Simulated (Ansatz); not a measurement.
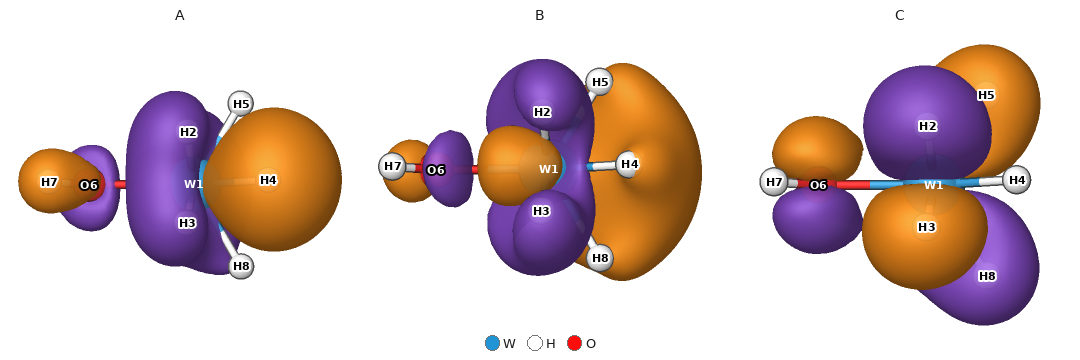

H6OW. Three frontier orbitals at ±0.08 Å⁻³ᐟ² (orange and purple are the two phases), in no order.

Core potentials replace the inner electrons of W.

These are results of RKS B3LYP/def2-SVP in Ansatz 0.2.0, not measurements.

Input

```
crystal:
  periodic: [false, false, false]
  atoms:
    - { symbol: W, position_ang: [0.0, 0.0, 0.0] }
    - { symbol: H, position_ang: [0.0, 0.0, 1.72] }
    - { symbol: H, position_ang: [1.72, 0.0, 0.0] }
    - { symbol: H, position_ang: [0.0, 1.72, 0.0] }
    - { symbol: H, position_ang: [-1.72, 0.0, 0.0] }
    - { symbol: O, position_ang: [0.0, -1.94, 0.0] }
    - { symbol: H, position_ang: [0.3816, -2.2771, 0.8723] }
    - { symbol: H, position_ang: [0.0, 0.0, -1.72] }
basis:
  gaussian: { orbitals: def2-SVP }
hamiltonian:
  xc: b3lyp
relax:
  f_tol: 0.02
  max_steps: 40
output:
  orbitals: {}
```

Launched as:

```sh
ansatz run input.yaml --threads 1 --pin off --max-ram 2048MiB --backend cpu --events-out ev --progress --plain --runs-dir out
```

The fields are those of the run's last geometry, not of the input's.

> Order the three orbitals by energy and name them.

C is the HOMO−1 (−8.19 eV). By Hirshfeld shares it lies mainly on W1 (about 50 %), H2 (about 10 %), H3 (about 10 %), O6 (about 10 %), H5 (about 10 %) and H8 (about 10 %). A is the HOMO (−7.78 eV). Its weight (Hirshfeld) is mainly on W1 (about 45 %) and H4 (about 35 %). B is the LUMO (−2.86 eV). Its weight (Hirshfeld) is mainly on W1 (about 75 %).

> What is the HOMO–LUMO gap?

4.92 eV between the orbital energies.
